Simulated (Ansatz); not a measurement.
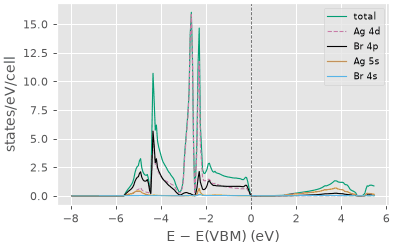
*Total and projected density of states of AgBr (rock salt, space group No. 225), PBEsol in the plane-wave PAW code Ansatz*

Q: Which orbitals carry the states next to the gap?

A: Top 1 eV of the valence band: Br 4p 54 %, Ag 4d 43 %. Bottom 1 eV of the conduction band: Ag 5s 62 %, Br 4s 23 %, Br 4p 13 %. Projections are on Löwdin-orthogonalised atomic valence shells; empty p or d shells of many metals are not among them.

Q: Where is the tallest occupied peak in this window, and what makes it?

A: Near -2.6 eV, about 16 states/eV per cell; the largest projected share is Ag 4d.

Space group Fm-3m (rock salt). The PBEsol relaxation kept the symmetry of its start. No spin polarisation was allowed. Spin–orbit coupling is left out wherever it is not named.

Potentials: the later of the program's two PAW sets.
